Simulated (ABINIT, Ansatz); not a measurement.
# Converging GW for CaC2 (Pnnm) in ABINIT

Wanted: a converged G0W0 gap of CaC2 (Pnnm), or an estimate of the limit.

Method: PBEsol and many-body steps on it, plane waves, in ABINIT 10.8.3.

**1. Starting point**

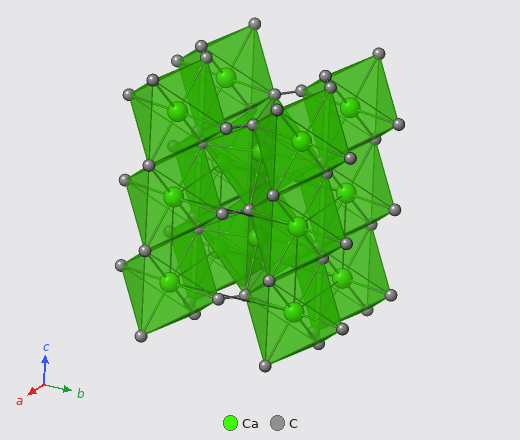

The cell as given, from a free direction (calcium green, carbon grey). 1×1×2 cells are drawn. Some periodic images of atoms are drawn too.

The cell and positions are those that the Materials Project relaxed with its own functionals (PBE, PBE+U or r2SCAN), kept fixed.

**2. Empty states on the mesh, 4×2×4 mesh, 272 bands**

This step: ABINIT 10.8.3; DFT, PBEsol, plane waves, norm-conserving pseudopotentials.

The sums over transitions need many empty states on a uniform mesh; this step solves for them.

Contents of run.abi:

```
acell 3*1.0 Angstrom
rprim 
  4.407233000000 0.000000000000 0.000000000000
  0.000000000000 5.904349000000 0.000000000000
  0.000000000000 0.000000000000 3.897343000000
ntypat 2
znucl 20 6
natom 6
typat 1 1 2 2 2 2
xred 
  -0.000000000000 -0.000000000000 0.000000000000
  0.500000000000 0.500000000000 0.500000000000
  0.886657000000 0.564468000000 0.000000000000
  0.613343000000 0.064468000000 0.500000000000
  0.386657000000 0.935532000000 0.500000000000
  0.113343000000 0.435532000000 0.000000000000
pp_dirpath "pseudos"
pseudos "Ca.upf, C.upf"
ecut 37
ngkpt 4 2 4
nshiftk 1
shiftk 0 0 0
kptopt 1
chksymbreak 0
iscf -2
irdden 1
istwfk *1
nband 272
nbdbuf 24
tolwfr 1e-09
nstep 60
prtvol 0
indata_prefix "in"
outdata_prefix "out"
tmpdata_prefix "tmp"
```

Command:

```
OMP_NUM_THREADS=1 mpirun -n 8 abinit run.abi > log
```

Numbers of over 12 decimals in the logs are rounded to 6 here.

Output:

```text
.Version 10.8.3 of ABINIT. v10.8.2 released Aug 2026.

 Symmetries : space group Pn n m (# 58); Bravais oP (primitive ortho.)
[... echo of the input left out ...]
== DATASET  1 ==================================================================
-   mpi_nproc: 8, omp_nthreads: 1 (-1 if OMP is not activated)

--- !DatasetInfo
iteration_state: {dtset: 1, }
dimensions: {natom: 6, nkpt: 18, mband: 272, nsppol: 1, nspinor: 1, nspden: 1, mpw: 7400, }
cutoff_energies: {ecut:  37.0, pawecutdg:  -1.0, }
[...]
3.58019    3.58985    3.59392    3.60912    3.60961    3.62740    3.63218    3.63567
   3.63677    3.64426    3.65466    3.66890    3.67166    3.69872    3.71318    3.73158
 prteigrs : prtvol=0 or 1, do not print more k-points.

== END DATASET(S) ==============================================================
================================================================================

 -outvars: echo values of variables after computation  --------
            nband         272
             nkpt          18
          spgroup          58
 [... the other variables as echoed above ...]

 Calculation completed.
```

Run time: 8.6 min. Hardware: 8 MPI ranks of Intel Xeon Platinum 8375C at 2.90GHz (Ice Lake), shared host; peak memory 1.3 GiB.

This step gave:

```
gap                                                           : 2.775 eV
k of the valence top                                          : 0.5, 0, 0
k of the conduction bottom                                    : 0, 0, 0
least direct gap                                              : 3.126 eV
k points computed                                             : 18
lowest point of the top converged band, above the valence top : 90.0678 eV
```

On this mesh the gap is 2.775 eV.

The density comes from a self-consistent run that is not shown.

**3. Screening, 4×2×4 mesh, 46 bands, screening to 76.2 eV**

The RPA dielectric matrix is built and inverted for each q.

This step: RPA screening on PBEsol, plane waves, norm-conserving pseudopotentials.

run.abi: that of step 2 with these lines changed.

```diff
@@ -24,10 +24,11 @@
 chksymbreak 0
-iscf -2
-irdden 1
 istwfk *1
-nband 272
-nbdbuf 24
-tolwfr 1e-09
-nstep 60
-prtvol 0
+occopt 1
+irdwfk 1
+optdriver 3
+nband 46
+ecuteps 2.8
+inclvkb 2
+awtr 1
+symchi 1
 indata_prefix "in"
```

Output:

```text
.Version 10.8.3 of ABINIT. v10.8.2 released Aug 2026.

 Symmetries : space group Pn n m (# 58); Bravais oP (primitive ortho.)
[... echo of the input left out ...]
== DATASET  1 ==================================================================
-   mpi_nproc: 8, omp_nthreads: 1 (-1 if OMP is not activated)

--- !DatasetInfo
iteration_state: {dtset: 1, }
dimensions: {natom: 6, nkpt: 18, mband: 46, nsppol: 1, nspinor: 1, nspden: 1, mpw: 7400, }
cutoff_energies: {ecut:  37.0, pawecutdg:  -1.0, }
electrons: {nelect:   3.60000000E+01, charge:   0.00000000E+00, occopt:   1.00000000E+00, tsmear:   1.00000000E-02, }

 SCREENING: Calculation of the susceptibility and dielectric matrices

 Based on a program developped by R.W. Godby, V. Olevano, G. Onida, and L. Reining.
 Incorporated in ABINIT by V. Olevano, G.-M. Rignanese, and M. Torrent.
.Using double precision arithmetic ; gwpc =  8

[... cell and pseudopotentials left out ...]
--------------------------------------------------------------------------------

 ==== K-mesh for the wavefunctions ====
 Number of points in the irreducible wedge :    18
[... list of points left out ...]
 Together with  8 symmetry operations and time-reversal symmetry
 yields    32 points in the full Brillouin Zone.

 ==== Q-mesh for the screening function ====
 Number of points in the irreducible wedge :    18
[... list of points left out ...]
 Together with  8 symmetry operations and time-reversal symmetry
 yields    32 points in the full Brillouin Zone.

 setmesh: FFT mesh size selected  =    40x   48x   32
          total number of points  =        61440

 vcoul_init : cutoff-mode = AUXILIARY_FUNCTION
 q-points for optical limit:   1
     1)      0.000010    0.000020    0.000030

- screening: taking advantage of time-reversal symmetry
- Maximum band index for partially occupied states nbvw = 18
- Remaining bands to be divided among processors   nbcw = 28
- Number of bands treated by each node ~3

 Number of electrons calculated from density =   36.0000; Expected =   36.0000
 average of density, n =  0.052602
 r_s =    1.6557
 omega_plasma =   22.1236 [eV]

 calculating chi0 at frequencies [eV] :
  1    0.000000E+00    0.000000E+00
  2    0.000000E+00    2.212357E+01

--------------------------------------------------------------------------------
  q-point number  1        q = ( 0.000000, 0.000000, 0.000000) [r.l.u.]
--------------------------------------------------------------------------------
[... chi0 elements left out ...]
 For q-point:  0.000010 0.000020 0.000030
  dielectric constant =   3.3856
  dielectric constant without local fields =   3.9268

  Average fulfillment of the sum rule on Im[epsilon] for q-point    1 :     35.54  [%]
[... wings left out ...]
  q-point number  2        q = ( 0.250000, 0.000000, 0.000000) [r.l.u.]
--------------------------------------------------------------------------------
[... chi0 elements left out ...]
  Average fulfillment of the sum rule on Im[epsilon] for q-point    2 :     53.80  [%]

 [... 16 further q-points ...]
```

It took 75 s on 8 MPI ranks; peak memory 4 GiB; 9.9 min of CPU time.

This step gave:

- ε∞ with local fields, on this mesh, along the program's q direction: 3.386
- the same without local fields: 3.927
- plasma frequency: 22.12 eV
- plane waves in the screening matrix: 147

Local fields lower ε∞ by 14 %. On a Γ-centred mesh this coarse the value itself is usually too large, while a short band sum pulls it down.

**4. 46 bands, 76.2 eV**

The self-energy is evaluated for the states that the input lists, and the levels follow from it, in one-shot runs by the linearised quasiparticle equation.

This step: G0W0 on PBEsol, plane waves, norm-conserving pseudopotentials.

run.abi: that of step 3 with these lines changed.

```diff
@@ -27,8 +27,17 @@
 irdwfk 1
-optdriver 3
+optdriver 4
 nband 46
+gwcalctyp 0
+ecutsigx 37
+symsigma 1
+nkptgw 2
+kptgw 
+  0.5000000000 0.0000000000 0.0000000000
+  0.0000000000 0.0000000000 0.0000000000
+bdgw 
+  17 20
+  17 20
 ecuteps 2.8
-inclvkb 2
-awtr 1
-symchi 1
+irdscr 1
+ppmodel 1
 indata_prefix "in"
```

Output:

```text
.Version 10.8.3 of ABINIT. v10.8.2 released Aug 2026.

 Symmetries : space group Pn n m (# 58); Bravais oP (primitive ortho.)
[... echo of the input left out ...]
== DATASET  1 ==================================================================
-   mpi_nproc: 8, omp_nthreads: 1 (-1 if OMP is not activated)

--- !DatasetInfo
iteration_state: {dtset: 1, }
dimensions: {natom: 6, nkpt: 18, mband: 46, nsppol: 1, nspinor: 1, nspden: 1, mpw: 7400, }
cutoff_energies: {ecut:  37.0, pawecutdg:  -1.0, }
electrons: {nelect:   3.60000000E+01, charge:   0.00000000E+00, occopt:   1.00000000E+00, tsmear:   1.00000000E-02, }

 SIGMA: Calculation of the GW corrections

 Based on a program developped by R.W. Godby, V. Olevano, G. Onida, and L. Reining.
 Incorporated in ABINIT by V. Olevano, G.-M. Rignanese, and M. Torrent.
.Using double precision arithmetic ; gwpc =  8

[... cell and pseudopotentials left out ...]
--------------------------------------------------------------------------------

 ==== K-mesh for the wavefunctions ====
 Number of points in the irreducible wedge :    18
[... list of points left out ...]
 Together with  8 symmetry operations and time-reversal symmetry
 yields    32 points in the full Brillouin Zone.

 ==== Q-mesh for screening function ====
 Number of points in the irreducible wedge :    18
[... list of points left out ...]
 Together with  8 symmetry operations and time-reversal symmetry
 yields    32 points in the full Brillouin Zone.

 vcoul_init : cutoff-mode = AUXILIARY_FUNCTION
 q-points for optical limit:   1
     1)      0.000010    0.000020    0.000030
 setmesh: FFT mesh size selected  =    54x   72x   48
          total number of points  =       186624

 Number of electrons calculated from density =   36.0000; Expected =   36.0000
 average of density, n =  0.052602
 r_s =    1.6557
 omega_plasma =   22.1236 [eV]

 === KS Band Gaps ===
  >>>> For spin  1
   Minimum direct gap =   3.1257 [eV], located at k-point      :   0.0000  0.0000  0.0000
   Fundamental gap    =   2.7751 [eV], Top of valence bands at :   0.5000  0.0000  0.0000
                                       Bottom of conduction at :   0.0000  0.0000  0.0000
 SIGMA fundamental parameters:
 PLASMON POLE MODEL  1
 number of plane-waves for SigmaX                 7325
 number of plane-waves for SigmaC and W            147
 number of plane-waves for wavefunctions          7325
 number of bands                                    46
 number of independent spin polarizations            1
 number of spinorial components                      1
 number of k-points in IBZ                          18
 number of q-points in IBZ                          18
 number of symmetry operations                       8
 number of k-points in BZ                           32
 number of q-points in BZ                           32
 number of frequencies for dSigma/dE                 9
 frequency step for dSigma/dE [eV]                0.25
 number of omega for Sigma on real axis              0
 max omega for Sigma on real axis  [eV]           0.00
 zcut for avoiding poles [eV]                     0.10

 EPSILON^-1 parameters (SCR file):
 dimension of the eps^-1 matrix on file            147
 dimension of the eps^-1 matrix used               147
 number of plane-waves for wavefunctions          7325
 number of bands                                    46
 number of q-points in IBZ                          18
 number of frequencies                               2
 number of real frequencies                          1
 number of imag frequencies                          1

 matrix elements of self-energy operator (all in [eV])

 Perturbative Calculation

--- !SelfEnergy_ee
iteration_state: {dtset: 1, }
kpoint     : [   0.500,    0.000,    0.000, ]
spin       : 1
KS_gap     :    5.062
QP_gap     :    7.653
Delta_QP_KS:    2.591
data: !SigmaeeData |
     Band     E0 <VxcDFT>   SigX SigC(E0)      Z dSigC/dE  Sig(E)    E-E0       E
       17   2.203 -14.421 -18.132   3.639   0.792  -0.262 -14.478  -0.057   2.146
       18   2.203 -14.421 -18.132   3.639   0.792  -0.262 -14.478  -0.057   2.146
       19   7.265 -13.407  -7.571  -2.693   0.806  -0.240 -10.872   2.534   9.799
       20   7.265 -13.407  -7.571  -2.693   0.806  -0.240 -10.872   2.534   9.799

--- !SelfEnergy_ee
iteration_state: {dtset: 1, }
kpoint     : [   0.000,    0.000,    0.000, ]
spin       : 1
KS_gap     :    3.126
QP_gap     :    5.294
Delta_QP_KS:    2.168
data: !SigmaeeData |
     Band     E0 <VxcDFT>   SigX SigC(E0)      Z dSigC/dE  Sig(E)    E-E0       E
       17   1.602 -13.724 -16.646   2.623   0.798  -0.253 -13.963  -0.238   1.364
       18   1.852 -13.866 -16.668   2.586   0.801  -0.248 -14.039  -0.173   1.679
       19   4.978 -11.209  -6.434  -2.352   0.823  -0.215  -9.214   1.995   6.973
       20   5.606 -12.814  -7.405  -2.421   0.817  -0.224 -10.372   2.442   8.048

== END DATASET(S) ==============================================================
================================================================================

 -outvars: echo values of variables after computation  --------
           etotal      0.0000000000E+00
            nband          46
             nkpt          18
          spgroup          58
 [... the other variables as echoed above ...]

 Calculation completed.
```

Elapsed: 9.4 s, on 8 MPI ranks; peak memory 2.5 GiB; 73 s of CPU time.

This step gave:

| Property | Result |
| --- | --- |
| G0W0 gap on the points computed | 4.827 eV |
| starting gap on the mesh | 2.775 eV |
| k of the valence top | 0.5, 0, 0 |
| k of the conduction bottom | 0, 0, 0 |
| Z at the valence top | 0.792 |
| Z at the conduction bottom | 0.823 |
| least direct G0W0 gap on the computed points | 5.294 eV |

The gap on the mesh goes from 2.78 eV to 4.83 eV, a correction of +2.05 eV.

**5. Screening, 4×2×4 mesh, 111 bands, screening to 141.5 eV**

This step: RPA screening on PBEsol, plane waves, norm-conserving pseudopotentials.

run.abi: that of step 4 with these lines changed.

```diff
@@ -27,17 +27,8 @@
 irdwfk 1
-optdriver 4
-nband 46
-gwcalctyp 0
-ecutsigx 37
-symsigma 1
-nkptgw 2
-kptgw 
-  0.5000000000 0.0000000000 0.0000000000
-  0.0000000000 0.0000000000 0.0000000000
-bdgw 
-  17 20
-  17 20
-ecuteps 2.8
-irdscr 1
-ppmodel 1
+optdriver 3
+nband 111
+ecuteps 5.2
+inclvkb 2
+awtr 1
+symchi 1
 indata_prefix "in"
```

Output:

```text
.Version 10.8.3 of ABINIT. v10.8.2 released Aug 2026.

 Symmetries : space group Pn n m (# 58); Bravais oP (primitive ortho.)
[... echo of the input left out ...]
== DATASET  1 ==================================================================
-   mpi_nproc: 8, omp_nthreads: 1 (-1 if OMP is not activated)

--- !DatasetInfo
iteration_state: {dtset: 1, }
dimensions: {natom: 6, nkpt: 18, mband: 111, nsppol: 1, nspinor: 1, nspden: 1, mpw: 7400, }
cutoff_energies: {ecut:  37.0, pawecutdg:  -1.0, }
electrons: {nelect:   3.60000000E+01, charge:   0.00000000E+00, occopt:   1.00000000E+00, tsmear:   1.00000000E-02, }

 SCREENING: Calculation of the susceptibility and dielectric matrices

 Based on a program developped by R.W. Godby, V. Olevano, G. Onida, and L. Reining.
 Incorporated in ABINIT by V. Olevano, G.-M. Rignanese, and M. Torrent.
.Using double precision arithmetic ; gwpc =  8

[... cell and pseudopotentials left out ...]
--------------------------------------------------------------------------------

 ==== K-mesh for the wavefunctions ====
 Number of points in the irreducible wedge :    18
[... list of points left out ...]
 Together with  8 symmetry operations and time-reversal symmetry
 yields    32 points in the full Brillouin Zone.

 ==== Q-mesh for the screening function ====
 Number of points in the irreducible wedge :    18
[... list of points left out ...]
 Together with  8 symmetry operations and time-reversal symmetry
 yields    32 points in the full Brillouin Zone.

 setmesh: FFT mesh size selected  =    40x   48x   32
          total number of points  =        61440

 vcoul_init : cutoff-mode = AUXILIARY_FUNCTION
 q-points for optical limit:   1
     1)      0.000010    0.000020    0.000030

- screening: taking advantage of time-reversal symmetry
- Maximum band index for partially occupied states nbvw = 18
- Remaining bands to be divided among processors   nbcw = 93
- Number of bands treated by each node ~11

 Number of electrons calculated from density =   36.0000; Expected =   36.0000
 average of density, n =  0.052602
 r_s =    1.6557
 omega_plasma =   22.1236 [eV]

 calculating chi0 at frequencies [eV] :
  1    0.000000E+00    0.000000E+00
  2    0.000000E+00    2.212357E+01

--------------------------------------------------------------------------------
  q-point number  1        q = ( 0.000000, 0.000000, 0.000000) [r.l.u.]
--------------------------------------------------------------------------------
[... chi0 elements left out ...]
 For q-point:  0.000010 0.000020 0.000030
  dielectric constant =   3.4012
  dielectric constant without local fields =   4.0079

  Average fulfillment of the sum rule on Im[epsilon] for q-point    1 :     61.44  [%]
[... wings left out ...]
  q-point number  2        q = ( 0.250000, 0.000000, 0.000000) [r.l.u.]
--------------------------------------------------------------------------------
[... chi0 elements left out ...]
  Average fulfillment of the sum rule on Im[epsilon] for q-point    2 :     72.03  [%]

 [... 16 further q-points ...]
```

Wall time 4.9 min (8 MPI ranks); peak memory 5.4 GiB.

This step gave:

| Item | Value |
| --- | --- |
| ε∞ with local fields, on this mesh, along the program's q direction | 3.401 |
| the same without local fields | 4.008 |
| plasma frequency | 22.12 eV |
| plane waves in the screening matrix | 397 |

(Part 1 of 2 ends here.)

[Paths, hosts, dates, memory and timing lines, banners, echoed tables and standing remarks are left out of the program output.]

[Logs are printed without paths, hosts, clocks, repeated set-up lines and the standing remarks that a program may print on its own settings, such as how far it seeks lower states.]

[Runs of the session that timed out or met a known fault of the program may be left out.]

[Hosts, paths, dates, database ids (printed as entryN), source tags and the programs' standing remarks are cut or masked in the printed files.]

[G0W0 gaps are taken among the corrected bands and points alone; a level outside them can change the order at an edge.]

[Where Ansatz stands beside ABINIT at settings called matched, ABINIT's density can come from a denser mesh and the files from another edition; pairs whose starting gaps differed by over 0.03 eV were left out, so agreement reads better than it is.]
